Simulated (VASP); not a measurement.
Band structure of Au (fcc). Method: PBE GGA with D3 dispersion (zero damping), VASP's PBE PAW potentials (set 64) (plane waves; VASP).

Unless said otherwise, spin-orbit coupling is left out, though it shifts the bands of the heavy elements here.

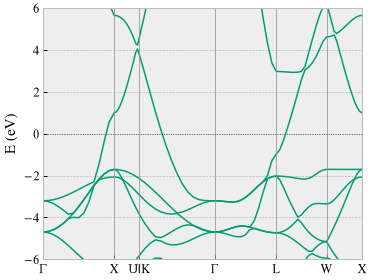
*Bands along high-symmetry lines, zero at the valence-band maximum or, without a gap, the Fermi level*

**Question.** Read the plot: is there a gap, and where are the band edges?

**Answer.** It has no gap at this level: it comes out as a metal or semimetal. (Edges off the drawn lines would not show.)

The compound is Au in the fcc structure. It was relaxed first.
